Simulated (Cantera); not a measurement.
Charge: 1 mol Si2H6, a varied amount of O2, 84 mol N2, held at 1100 K and 1.20 Torr.

Cantera equilibrium calculation (NASA polynomials, part measured and part estimated; ideal gas, pure solids and liquids). Candidate condensed phases: H2O, Si, SiO2, Si2N2O, Si3N4; 35 gas species. The feed counts by its element totals alone. Equilibrium is a limit: real reactors are often held back by kinetics, nucleation or transport.

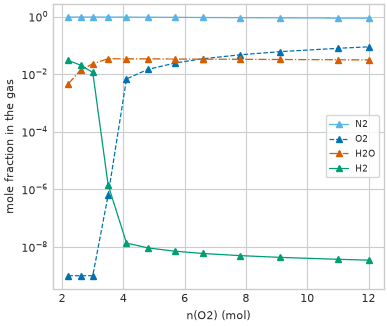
Equilibrium gas composition (values under 1e-9 drawn at 1e-9)

From 2.2 mol O2 to 12 mol O2 the condensed part is SiO2(β-quartz).
